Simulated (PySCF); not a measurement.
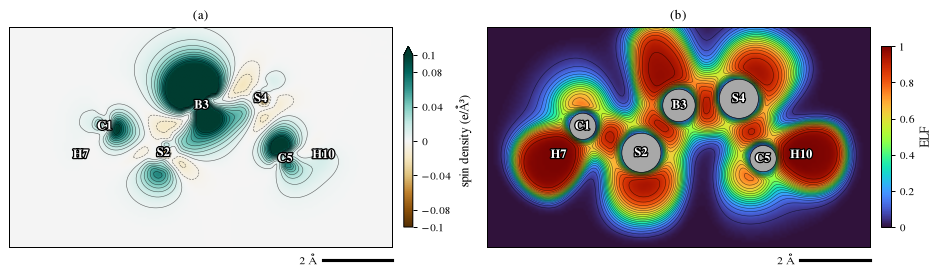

C$_{2}$H$_{6}$BS$_{2}$ (doublet). (a) spin density; (b) electron localisation function on the plane of atoms B3, S4 and C5. Grey discs cover the atomic cores in the ELF map.

Geometry: GFN2-xTB.

Computed with UKS B3LYP, pcH-1 on B C H S, non-relativistic, mean-field spin-orbit, GIAO (PySCF 2.14.0, density-fitted response routines).

```xyz
11

C     2.6382    0.3646    0.0865
S     0.8266    0.6570   -0.1383
B     0.1132   -0.9126    0.0901
S    -1.5039   -1.5342    0.0498
C    -2.5950   -0.0783   -0.3146
H     2.9765   -0.3642   -0.6419
H     3.1274    1.3188   -0.0757
H     2.8190    0.0132    1.0965
H    -2.2551    0.3947   -1.2291
H    -3.5994   -0.4696   -0.4281
H    -2.5423    0.6133    0.5188
```

### What do the fields say about this system?

The plane passes through C, S, B and H nuclei.
B–S (1.73 Å): the ELF peaks at about 0.90 between the atoms, as expected for localised, covalent bonding.
C–S (1.85 Å): the ELF peaks at about 0.90 between the atoms (a shared electron pair).
C–H (1.08 Å): the ELF climbs to about 1 towards the hydrogen, as it does in any bond to H: a covalent bond by its length.
The ELF also peaks beside S2, B3 and S4, away from the bonds: non-bonding electrons, paired or unpaired.
The unpaired spin (1 electron) lies mostly on B3 (about 0.7) and S2 (about 0.1), in electrons by Hirshfeld's partition.
